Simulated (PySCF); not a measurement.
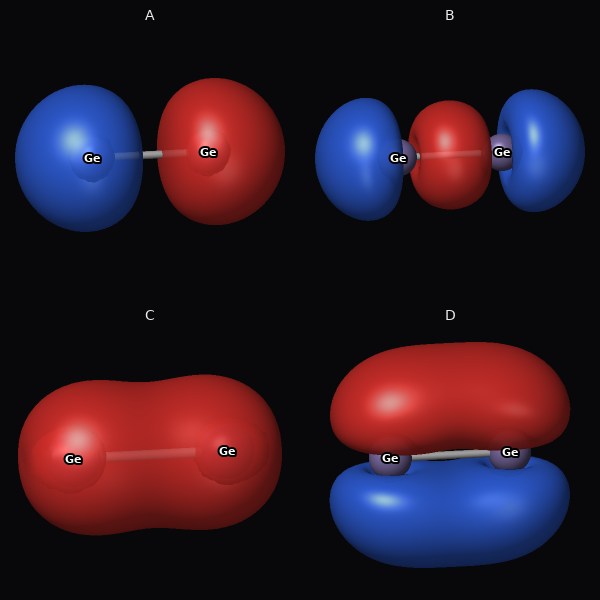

Figure. Ge₂ (charge +1, quartet). Four frontier β-spin orbitals, each drawn at the value that holds 80 % of its norm (red and blue are the two phases), in no order; of a degenerate pair one member is drawn.

These are results of PBE0/pcseg-1, non-relativistic, at a bond length of 2.428 Å in PySCF 2.14.0, not measurements.

### Name the orbitals and rank them from lowest to highest energy.

Orbital C: σg, occupied in this spin, −20.09 eV; with no node between the nuclei.
Orbital A: σu, occupied in this spin, −16.37 eV; antibonding, with a node between the atoms.
Orbital B: σg, empty in this spin, −9.73 eV; with no node between the nuclei.
Orbital D: πu, empty in this spin, −9.28 eV; with no node between the nuclei, bonding.
